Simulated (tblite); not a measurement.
**Run report: C$_{3}$H$_{10}$AlNO$_{2}$Si$_{2}$, geometry relaxation (part 3 of 3)**

The same run, continued: C$_{3}$H$_{10}$AlNO$_{2}$Si$_{2}$, SMILES [SiH3][N]([SiH3])[Al@@H-]1[O]C=CC=[O+]1; GFN2-xTB geometry optimisation, gas phase (tblite 0.8.0). 

Geometry of the input (Å):
```
Si -2.7881  0.6019  -0.2820
N  -1.2700  0.4866  -1.2130
Si -0.8604  -1.2633  -1.3589
Al 0.1069  1.3260  -0.1676
O  1.7512  1.0365  -0.9297
C  2.6895  0.1903  -0.3472
C  2.5313  -0.3951  0.8504
C  1.3533  -0.2290  1.7467
O  0.3183  0.4384  1.4548
H  -3.1481  2.0197  -0.0823
H  -2.6604  -0.0494  1.0294
H  -3.8822  -0.0509  -1.0325
H  -1.9275  -1.9336  -2.1259
H  -0.7623  -1.8863  -0.0369
H  0.4069  -1.4048  -2.0685
H  -0.1891  2.8747  0.0619
H  3.6149  0.0086  -0.8815
H  3.3288  -1.0369  1.2180
H  1.3772  -0.7242  2.7104
```

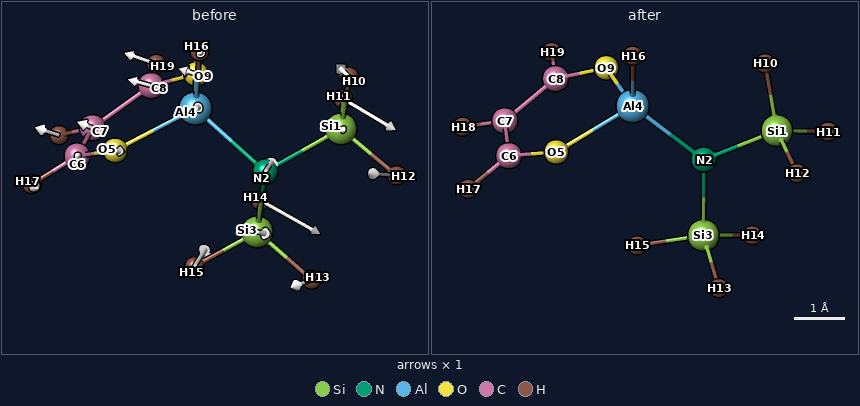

Figure 1. Before (left) and after (right) the relaxation, at one scale (ball-and-stick view, seen at a tilt). The white arrows give the displacements, at true length. Over 162 geometry steps the energy falls by 1.186 eV. The largest force component goes from 2.7 to 0.008 eV/Å. H14 moves most after the best rigid fit: 1.44 Å. By element the largest moves are H 1.44 Å, N 0.86 Å, C 0.54 Å, Si 0.46 Å, O 0.43 Å, Al 0.32 Å. Among the contacts that change: O5–C6 1.391 → 1.266 Å, C7–C8 1.490 → 1.388 Å, N2–Al4 1.922 → 1.834 Å, Al4–H16 1.593 → 1.521 Å. Among the angles that change: Si3–N2–Al4 107.8° → 127.1°, Si1–N2–Si3 107.3° → 119.0°, N2–Al4–H16 111.7° → 121.9°. (Atoms are counted from 1 in the order of the input.)

Summary:

| quantity | value |
| --- | --- |
| outcome | converged |
| total energy | −741.7324 eV |
| wall time | 1.8 s |
| peak memory | 0.18 GiB |
